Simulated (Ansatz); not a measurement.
Consider HfTi$_{9}$Ni$_{10}$Sn$_{10}$.

HfTi$_{9}$Ni$_{10}$Sn$_{10}$, 60 atoms, a = 7.21 Å, b = 20.82 Å, c = 7.21 Å, α = 90.00°, β = 109.47°, γ = 90.00°.

Space group Cm; a generated structure, not necessarily the stable one; computed without spin polarisation.

All numbers below come from DFT PBEsol, scalar-relativistic, plane waves, PAW in Ansatz.

**What can the converged valence pseudo-density and electron localisation function tell about the bonding?**

Ni–Sn (2.53 Å): ρ is about 0.4 e/Å³ halfway; the ELF is about 0.35 at the midpoint.
Ti–Ni (2.53 Å): ρ is about 0.35 e/Å³ halfway; the ELF is about 0.35 at the midpoint.
Hf–Ni (2.59 Å): ρ is about 0.37 e/Å³ halfway; the ELF is about 0.30 at the midpoint; no shared electron pair shows on this line.
Ni–Sn (2.58 Å): ρ is about 0.37 e/Å³ halfway; the ELF is about 0.40 at the midpoint.

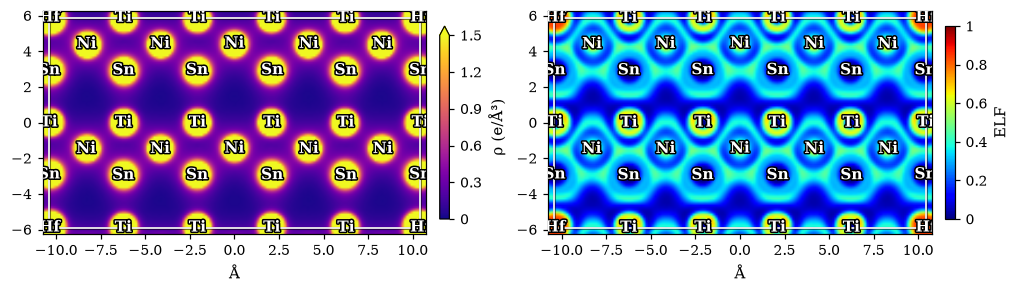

Computed valence pseudo-density and electron localisation function on the (101) plane of the conventional cell, in this order. 

In a PAW calculation such maps are meaningful between the atoms, not at the nuclei.
